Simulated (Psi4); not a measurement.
**revPBE/6-31G(d) (spherical functions) run of BPH3F3 (SMILES [BH3-][P+](F)(F)F)**

What is the energy change on altering one bond length of BPH3F3 at revPBE/6-31G* (spherical functions)? Input form: a Python script.

The results are computed with Psi4 1.11.

6 further runs of the same task are left out: 4 that didn't finish, 2 set aside as unsound or not needed.

### 1 Starting point

BPH3F3 has 8 atoms, charge 0, and is taken as a singlet. SMILES: `[BH3-][P+](F)(F)F`. The shape is that of a PBE0-D4/def2-TZVP optimisation.

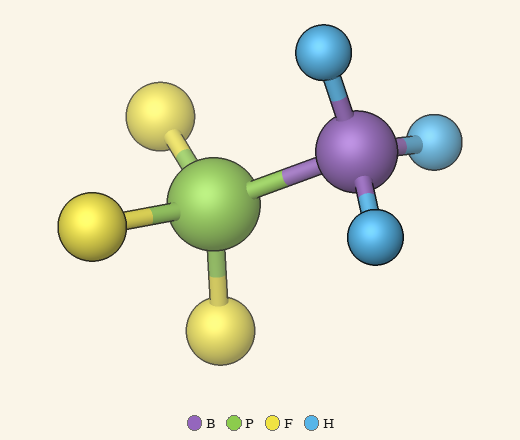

Viewed from a chosen angle; boron purple, phosphorus green, fluorine yellow, hydrogen blue.

### 2 Energy and gradient at revPBE/6-31G(d) (spherical functions)

job.py reads:

```python
import psi4

psi4.set_memory(2200000000)
psi4.set_num_threads(1)
psi4.core.set_output_file('run.log', False)

molecule = psi4.geometry("""
B     -0.079940     0.958130     0.502960
P      0.055250    -0.662160    -0.347680
F      0.301370    -1.910790     0.523410
F     -1.155920    -1.141880    -1.173150
F      1.178770    -0.833130    -1.390240
H     -1.022770     0.798330     1.239980
H     -0.266070     1.727350    -0.408780
H      0.989320     1.064150     1.053500
units angstrom
symmetry c1
no_reorient
no_com
""")

options = {'reference': 'rks', 'puream': True, 'e_convergence': 1e-09, 'd_convergence': 1e-08, 'scf_type': 'pk', 'dft_radial_points': 99, 'dft_spherical_points': 590}
psi4.set_options(options)

energy_value, wavefunction = psi4.gradient('revpbe/6-31G*', return_wfn=True)
psi4.oeprop(wavefunction, 'DIPOLE', 'MAYER_INDICES', 'MULLIKEN_CHARGES')
print('gradient / Eh bohr^-1')
print(energy_value.np.round(6))
print(f'energy = {wavefunction.energy():.10f} Eh')
```

Run with:

```bash
$ python job.py
```

run.log:

```text
[...]
  Running in c1 symmetry.
[...]
  Nuclear repulsion =  269.858079594122273
[...]
  Multiplicity = 1
[...]
  Nalpha       = 25
  Nbeta        = 25
[...]
    Number of basis functions: 80
[...]
   @RKS iter   1:  -667.17748998986917    7.59640e-02   7.92439e-03 ADIIS/DIIS
[...]
   @RKS iter  11:  -667.39809535645270   -1.47793e-12   1.85383e-09 DIIS
[...]
    Orbital Energies [Eh]
    ---------------------
    Doubly Occupied:
       1A    -76.530090     2A    -24.352400     3A    -24.352343
       4A    -24.352342     5A     -6.497097     6A     -6.465802
       7A     -4.711479     8A     -4.711479     9A     -4.703733
      10A     -1.216522    11A     -1.163031    12A     -1.163030
      13A     -0.647855    14A     -0.534518    15A     -0.531292
      16A     -0.531292    17A     -0.451704    18A     -0.451704
      19A     -0.444394    20A     -0.415701    21A     -0.415700
      22A     -0.398138    23A     -0.305327    24A     -0.295428
      25A     -0.295427
[...]
  @RKS Final Energy:  -667.39809535645270
   => Energetics <=
    Nuclear Repulsion Energy =            269.8580795941222732
    One-Electron Energy =               -1459.8118818946952615
    Two-Electron Energy =                 582.3395977747200050
    DFT Exchange-Correlation Energy =     -59.7838908305997379
    Empirical Dispersion Energy =           0.0000000000000000
    VV10 Nonlocal Energy =                  0.0000000000000000
    Total Energy =                       -667.3980953564526999
[...]
  -Total Gradient:
     Atom            X                  Y                   Z
    ------   -----------------  -----------------  -----------------
       1        0.000197687598    -0.002355234086    -0.001242123614
       2        0.003167432819    -0.037956847692    -0.019922304862
       3       -0.006720319027     0.033234993651    -0.024871924690
       4        0.033730141410     0.011871158369     0.022178450318
       5       -0.031025215126     0.003365215841     0.028189223758
       6        0.003321382381    -0.001382003257    -0.003478588408
       7        0.000785140087    -0.004496996033     0.002054527811
       8       -0.003427441151    -0.002273965788    -0.002852034275
[...]
 Multipole Moments:
 ------------------------------------------------------------------------------------
     Multipole            Electronic (a.u.)      Nuclear  (a.u.)        Total (a.u.)
 ------------------------------------------------------------------------------------
 L = 1.  Multiply by 2.5417464519 to convert [e a0] to [Debye]
 Dipole X            :         -5.7019413            5.7589593            0.0570180
 Dipole Y            :         68.3372641          -69.0205838           -0.6833197
 Dipole Z            :         35.8776911          -36.2364811           -0.3587900
 Magnitude           :                                                    0.7738909
[...]
  Mulliken Charges: (a.u.)
   Center  Symbol    Alpha    Beta     Spin     Total
       1     B     2.73427  2.73427  0.00000 -0.46854
       2     P     6.91153  6.91153  0.00000  1.17693
       3     F     4.62928  4.62928  0.00000 -0.25856
       4     F     4.62928  4.62928  0.00000 -0.25856
       5     F     4.62928  4.62928  0.00000 -0.25856
       6     H     0.48879  0.48879  0.00000  0.02242
       7     H     0.48878  0.48878  0.00000  0.02243
       8     H     0.48879  0.48879  0.00000  0.02242
   Total alpha = 25.00000, Total beta = 25.00000, Total charge =  0.00000
[...]
```

On the terminal:

```text
gradient / Eh bohr^-1
[[ 0.000198 -0.002355 -0.001242]
 [ 0.003167 -0.037957 -0.019922]
 [-0.00672   0.033235 -0.024872]
 [ 0.03373   0.011871  0.022178]
 [-0.031025  0.003365  0.028189]
 [ 0.003321 -0.001382 -0.003479]
 [ 0.000785 -0.004497  0.002055]
 [-0.003427 -0.002274 -0.002852]]
energy = -667.3980953565 Eh
```

Wall time 25 s (1 thread of Intel Xeon Platinum 8259CL at 2.50GHz (Skylake/Cascade Lake), shared host); peak memory 1.1 GiB.

### 3 The distorted shape: the energy at revPBE/6-31G(d) (spherical functions)

job.py reads:

```python
import psi4

psi4.set_memory('2200 MB')
psi4.set_num_threads(1)
psi4.set_output_file('run.log', False)

geom = psi4.geometry("""
0 1
B     -1.21258434     1.97213897     1.93548395
P     -0.95711227    -1.08976537     0.32800732
F     -0.49201287    -3.44933410     1.97412885
F     -3.24589186    -1.99630479    -1.23190490
F      2.22755246    -1.57438753    -2.62717285
H     -2.99427482     1.67016074     3.32824990
H     -1.56431907     3.42575410     0.21254506
H      0.80802421     2.17248773     2.97585377
units au
symmetry c1
no_reorient
no_com
""")

options = {'basis': '6-31G*', 'puream': True, 'e_convergence': 1e-09, 'd_convergence': 1e-08, 'scf_type': 'pk', 'dft_radial_points': 99, 'dft_spherical_points': 590}
psi4.set_options(options)

e, wfn = psi4.energy('revpbe', molecule=geom, return_wfn=True)
psi4.oeprop(wfn, 'LOWDIN_CHARGES', 'DIPOLE', 'MULLIKEN_CHARGES')
print(f'revpbe energy: {e:.10f} Eh')
```

Run with:

```bash
$ python job.py
```

run.log:

```text
[...]
  Running in c1 symmetry.
[...]
  Nuclear repulsion =  244.571821579032132
[...]
  Multiplicity = 1
[...]
  Nalpha       = 25
  Nbeta        = 25
[...]
    Number of basis functions: 80
[...]
   @RKS iter   1:  -667.01656072201365   -1.66953e-01   9.04956e-03 DIIS/ADIIS
[...]
   @RKS iter  14:  -667.29728442580722   -6.82121e-13   3.76660e-09 DIIS
[...]
    Orbital Energies [Eh]
    ---------------------
    Doubly Occupied:
       1A    -76.549664     2A    -24.383564     3A    -24.383528
       4A    -24.227128     5A     -6.516845     6A     -6.501266
       7A     -4.731473     8A     -4.729703     9A     -4.725137
      10A     -1.225791    11A     -1.189096    12A     -0.965848
      13A     -0.666534    14A     -0.550718    15A     -0.547324
      16A     -0.502047    17A     -0.471133    18A     -0.452386
      19A     -0.436255    20A     -0.378439    21A     -0.326951
      22A     -0.322642    23A     -0.311562    24A     -0.265659
      25A     -0.265619
[...]
  @RKS Final Energy:  -667.29728442580722
   => Energetics <=
    Nuclear Repulsion Energy =            244.5718215790321324
    One-Electron Energy =               -1409.7643157103325393
    Two-Electron Energy =                 557.5122829873459978
    DFT Exchange-Correlation Energy =     -59.6170732818527824
    Empirical Dispersion Energy =           0.0000000000000000
    VV10 Nonlocal Energy =                  0.0000000000000000
    Total Energy =                       -667.2972844258072200
[...]
 Multipole Moments:
 ------------------------------------------------------------------------------------
     Multipole            Electronic (a.u.)      Nuclear  (a.u.)        Total (a.u.)
 ------------------------------------------------------------------------------------
 L = 1.  Multiply by 2.5417464519 to convert [e a0] to [Debye]
 Dipole X            :         36.9276452          -37.7633459           -0.8357007
 Dipole Y            :         62.0746831          -62.3976209           -0.3229378
 Dipole Z            :         -3.5782430            4.1496382            0.5713952
 Magnitude           :                                                    1.0626274
[...]
  Mulliken Charges: (a.u.)
   Center  Symbol    Alpha    Beta     Spin     Total
       1     B     2.73559  2.73559  0.00000 -0.47117
       2     P     6.95084  6.95084  0.00000  1.09832
       3     F     4.61454  4.61454  0.00000 -0.22907
       4     F     4.61454  4.61454  0.00000 -0.22907
       5     F     4.67264  4.67264  0.00000 -0.34529
       6     H     0.46873  0.46873  0.00000  0.06255
       7     H     0.47156  0.47156  0.00000  0.05688
       8     H     0.47157  0.47157  0.00000  0.05686
   Total alpha = 25.00000, Total beta = 25.00000, Total charge =  0.00000
[...]
```

On the terminal:

```text
revpbe energy: -667.2972844258 Eh
```

Wall time 20 s (1 thread of Intel Xeon Platinum 8259CL at 2.50GHz (Skylake/Cascade Lake), shared host); peak memory 1.1 GiB.

### 4 Results

At revPBE/6-31G* (spherical functions):

| quantity | value |
| --- | --- |
| first shape: total energy | -667.39810 Eh |
| first shape: dipole moment | 1.97 D |
| first shape: HOMO energy | -8.04 eV |
| first shape: LUMO energy | -0.35 eV |
| first shape: HOMO–LUMO gap | 7.69 eV |
| first shape: largest force on an atom | 2.210 eV/Å |
| distorted shape: total energy | -667.29728 Eh |
| distorted shape: dipole moment | 2.70 D |
| distorted shape: HOMO energy | -7.23 eV |
| distorted shape: LUMO energy | -4.56 eV |
| distorted shape: HOMO–LUMO gap | 2.66 eV |
| energy change with the P2–F5 bond stretched from 1.542 to 2.313 Å | 2.743 eV |

**Reading.** With the P2–F5 bond stretched from 1.542 to 2.313 Å the energy rises by 2.74 eV (63 kcal/mol). The first shape isn't relaxed at this level, so the change isn't measured from a minimum. The largest force (first shape) is 2.21 eV/Å: the shape isn't a stationary point for this species at this level.
